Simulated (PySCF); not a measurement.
C4H9PSi2

```yaml
atoms:
  - { symbol: C, position_ang: [3.0633, -0.2888, -1.3354] }
  - { symbol: C, position_ang: [2.2932, -0.2447, -0.4125] }
  - { symbol: Si, position_ang: [1.0550, -0.1179, 0.9610] }
  - { symbol: C, position_ang: [-0.4265, -1.2634, 0.5458] }
  - { symbol: C, position_ang: [-1.3513, -0.5969, -0.4716] }
  - { symbol: Si, position_ang: [-1.7587, 1.1996, 0.0577] }
  - { symbol: P, position_ang: [0.1103, 1.9283, 1.0646] }
  - { symbol: H, position_ang: [3.7461, -0.3395, -2.1349] }
  - { symbol: H, position_ang: [1.7004, -0.4585, 2.2334] }
  - { symbol: H, position_ang: [-0.9832, -1.4591, 1.4652] }
  - { symbol: H, position_ang: [-0.0842, -2.2305, 0.1742] }
  - { symbol: H, position_ang: [-2.2625, -1.1837, -0.5967] }
  - { symbol: H, position_ang: [-0.8544, -0.5802, -1.4451] }
  - { symbol: H, position_ang: [-2.8296, 1.2141, 1.0607] }
  - { symbol: H, position_ang: [-2.1338, 2.0201, -1.0953] }
  - { symbol: H, position_ang: [0.7084, 2.4098, -0.0826] }
```

Geometry: GFN2-xTB.

The calculation used PBE0/pcSseg-1, SCF density, gas phase, non-relativistic in PySCF.

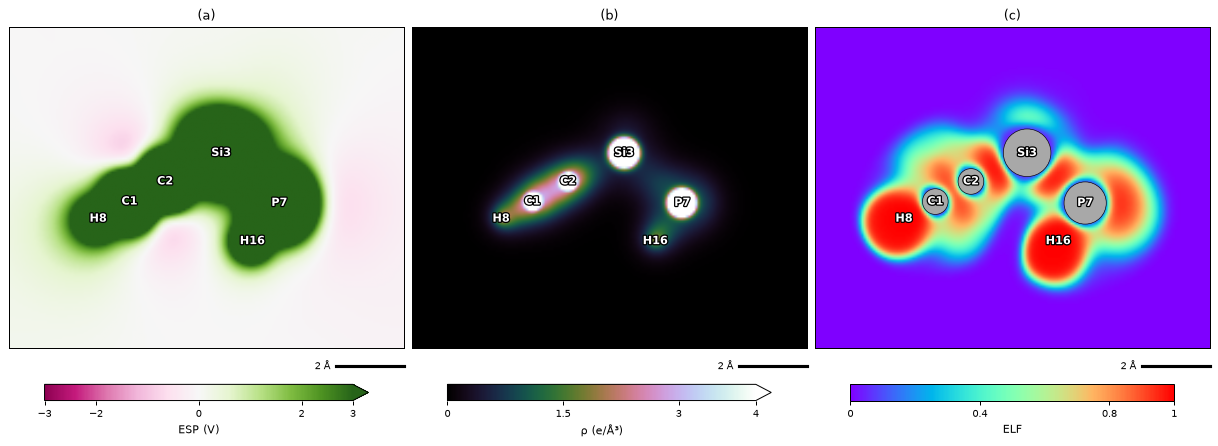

Figure 1. (a) electrostatic potential; (b) total electron density; (c) electron localisation function on the plane of atoms C2, Si3 and P7. Grey discs cover the atomic cores in the ELF map.

**What does the map show?**

- Atoms in the plane: C, Si, P and H.
- C–C (1.20 Å): the density is about 2.8 e/Å³ at the midpoint; the ELF peaks at about 0.85 between the atoms; a multiple bond.
- C–Si (1.85 Å): the density is about 0.91 e/Å³ at the midpoint; the ELF peaks at about 0.95 between the atoms (a covalent bond).
- Si–P (2.26 Å): ρ is about 0.73 e/Å³ halfway, with its minimum of 0.64 e/Å³ about 0.8 Å from Si; the ELF peaks at about 0.95 between the atoms, as expected for localised, covalent bonding.
- C–H (1.05 Å): ρ is about 2.1 e/Å³ halfway; the ELF climbs to about 1 towards the hydrogen, as it does in any bond to H: an ordinary covalent bond to hydrogen.
- P–H (1.38 Å): the density is about 1.1 e/Å³ at the midpoint; the ELF climbs to about 1 towards the hydrogen.
- The ELF also peaks beside P7, away from the bonds: lone-pair regions.
- Outside the dense part of the molecule the potential is most negative (−0.8 V) near C2.

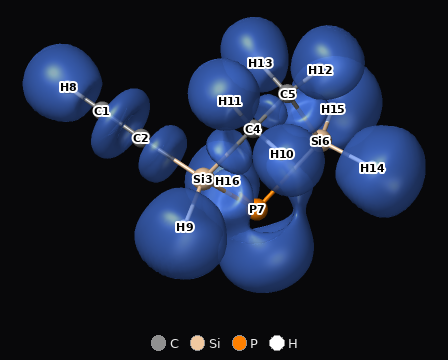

Figure 2. Isosurface of the ELF at 0.8 (blue), seen from one side. Core shells and regions of very low density are left out.

**Describe the localisation domains.**

The ELF exceeds this value in two regions between bonded C–C atoms (shared pairs), three regions between bonded C–Si atoms (shared pairs), nine regions around hydrogen nuclei and one region on P in which the atom's valence shell and bonds are merged.

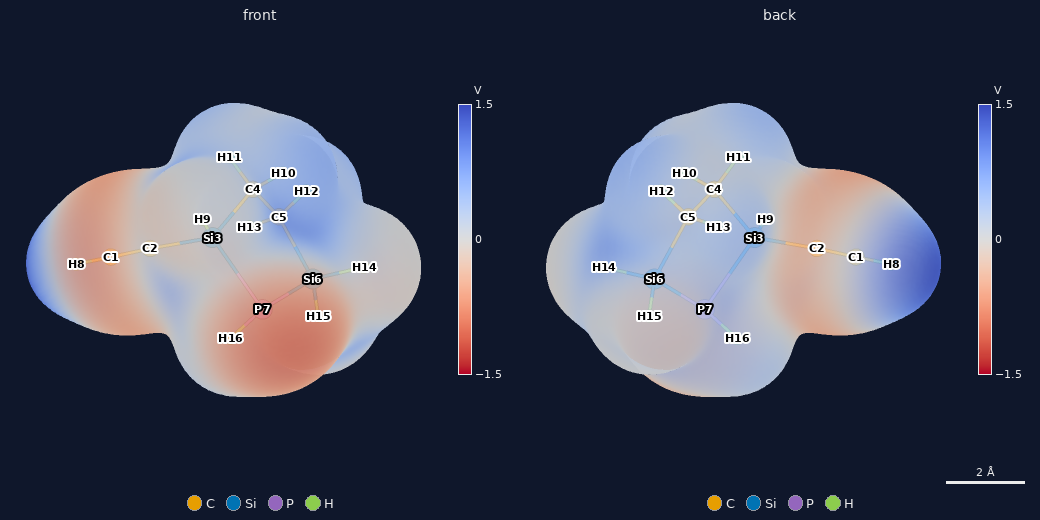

Figure 3. The molecular electrostatic potential painted on the density surface at 0.001 e/bohr³, seen from the front and from behind; the colour scale runs from red (negative) to blue (positive).

**Describe the electrostatic potential map.**

The most negative region (about −1.0 V, or −23 kcal/mol for a unit charge) lies over P7, the most positive (about +1.3 V, or +30 kcal/mol for a unit charge) over H8.
